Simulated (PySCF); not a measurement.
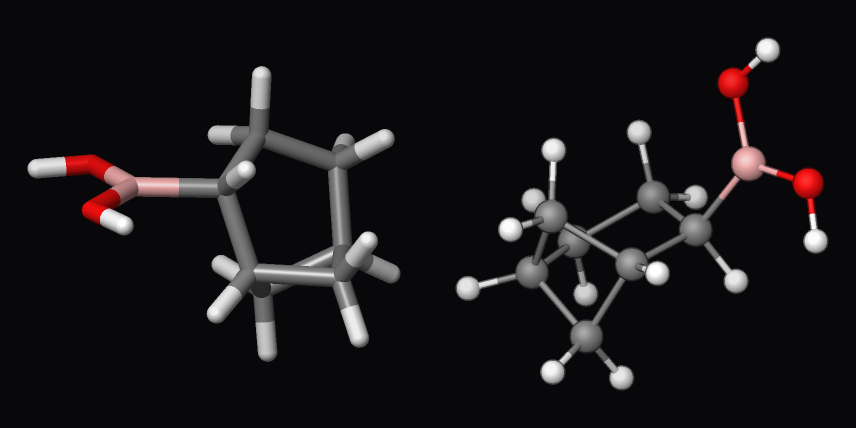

Both panels show the same species. Colours: oxygen red, boron pink, carbon grey, hydrogen white.

The computed structure is the end point of a PBE0-D3(BJ)/def2-SVP optimisation. No frequency run is at hand to confirm it as a minimum.

Count the atoms of each element.

Answer. C7H13BO2, 23 atoms: 7 carbon, 13 hydrogen, 1 boron and 2 oxygen.

Describe its rings.

Answer. Independent rings (smallest set): 1 of 4 members, 1 of 6 members.

More results for the same structure follow; atom numbers are the same in all pictures, views and colours differ.

Charges

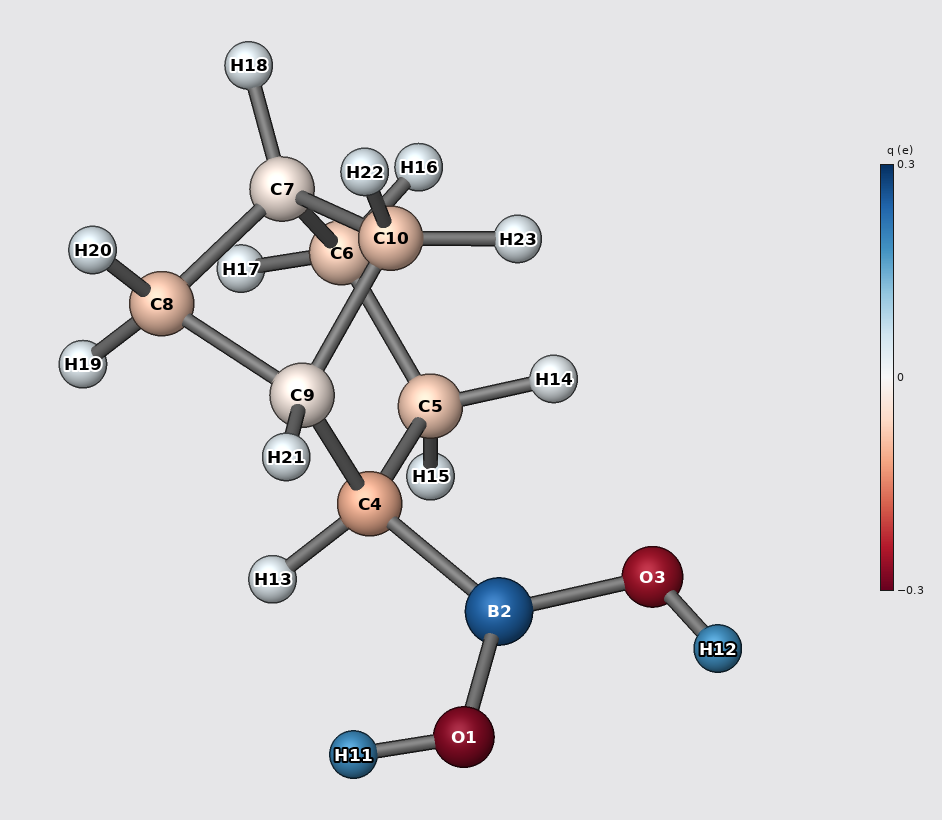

Atoms are coloured by their Hirshfeld charges. No frequency run is at hand to confirm it as a minimum. Level of theory: PBE0/pcSseg-1 in dichloromethane (IEF-PCM) (PySCF 2.14.0).

List the Hirshfeld charges.

```json
{"atom": "O1", "value (e)": "−0.27"}
{"atom": "B2", "value (e)": "0.24"}
{"atom": "O3", "value (e)": "−0.26"}
{"atom": "C4", "value (e)": "−0.10"}
{"atom": "C5", "value (e)": "−0.07"}
{"atom": "C6", "value (e)": "−0.07"}
{"atom": "C7", "value (e)": "−0.03"}
{"atom": "C8", "value (e)": "−0.08"}
{"atom": "C9", "value (e)": "−0.02"}
{"atom": "C10", "value (e)": "−0.08"}
{"atom": "H11", "value (e)": "0.19"}
{"atom": "H12", "value (e)": "0.18"}
{"atom": "H13", "value (e)": "0.03"}
{"atom": "H14", "value (e)": "0.02"}
{"atom": "H15", "value (e)": "0.04"}
{"atom": "H16", "value (e)": "0.04"}
{"atom": "H17", "value (e)": "0.03"}
{"atom": "H18", "value (e)": "0.03"}
{"atom": "H19", "value (e)": "0.03"}
{"atom": "H20", "value (e)": "0.04"}
{"atom": "H21", "value (e)": "0.03"}
{"atom": "H22", "value (e)": "0.04"}
{"atom": "H23", "value (e)": "0.03"}
```

Dipole moment

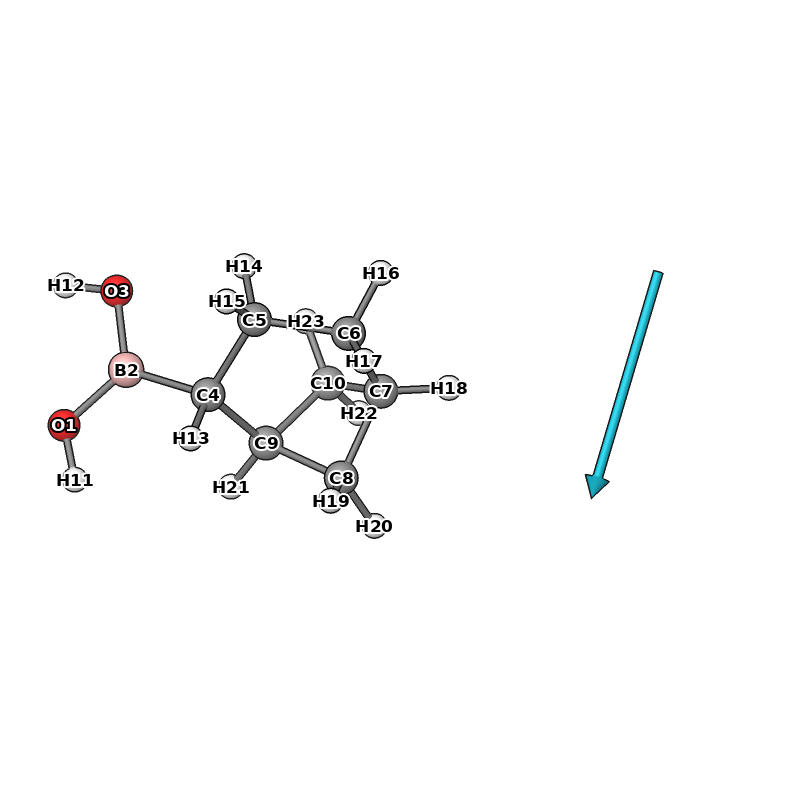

The arrow beside the molecule shows the direction of the dipole moment, from the negative to the positive end (its length means nothing). No frequency run is at hand to confirm it as a minimum. Method: PBE0/pcSseg-1 in tetrahydrofuran (IEF-PCM) (PySCF 2.14.0).

How large is the dipole moment?

Answer. 1.70 D; it points from the side of H16 to the side of H11 (the outermost atoms at the two ends).

Ring current

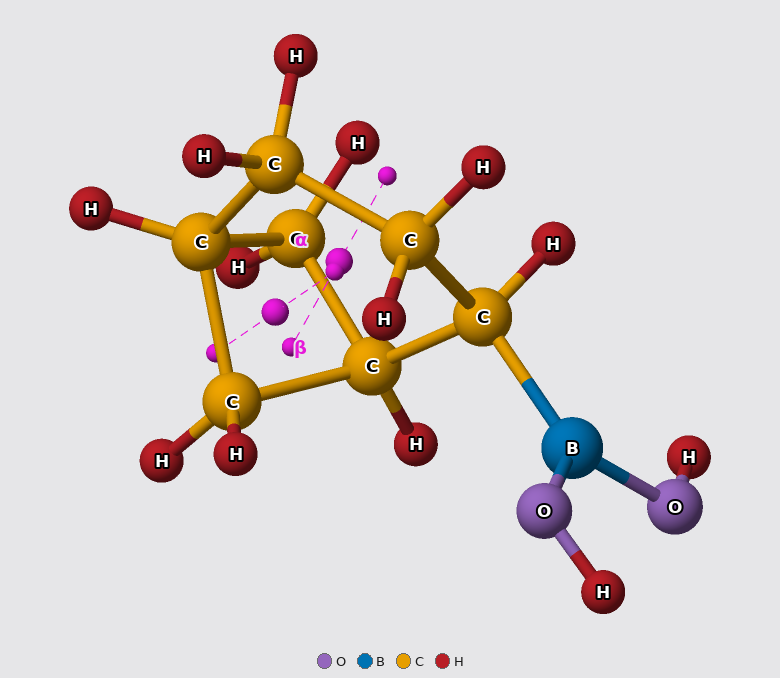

The small points mark where nucleus-independent chemical shifts (NICS) were computed: at the centre of each lettered ring and 1 Å above and below it. No frequency run is at hand to confirm it as a minimum. Properties computed with GIAO PBE0/pcSseg-1 NMR shielding, non-relativistic, IEF-PCM tetrahydrofuran (PySCF 2.14.0).

Give NICS(0), NICS(1) and the out-of-plane component NICS(1)zz for each ring (means of the two sides).

```
ring  members  NICS(0)  NICS(1)  NICS(1)zz
   α       C6     −2.3     −5.6       −3.7
   β       C4     −4.4     −2.5       −3.1
```

Values in ppm.

What do the values say about the ring currents?

Answer. Ring α: weak, as in a non-aromatic ring. NICS is one index among several.
